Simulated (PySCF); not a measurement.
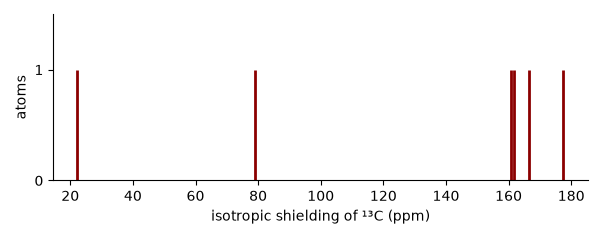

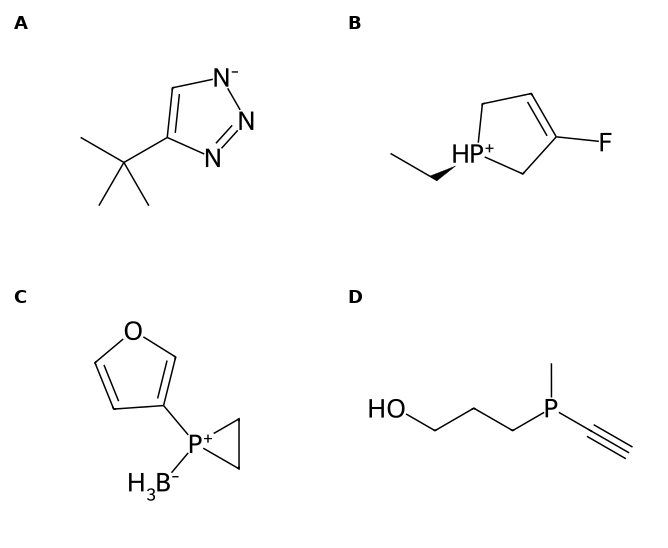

The sticks are computed shieldings of one of the molecules, for one fixed geometry (GFN2-xTB) without averaging over rotations. Low shielding means a high chemical shift. Method: GIAO PBE0/pcSseg-1 NMR shielding, non-relativistic, gas phase (PySCF 2.14.0).

Which molecule gives this pattern?

Answer. B, `CC[P@H+]1CC=C(F)C1`. Its 6 C atoms give lines at 22.3, 78.8, 160.9, 161.7, 166.6, 177.5 ppm.

The geometry is semi-empirical. Around B, P such bond lengths and angles can be off by a tenth of an ångström or more and by several degrees, and values that hang on the shape move with them.
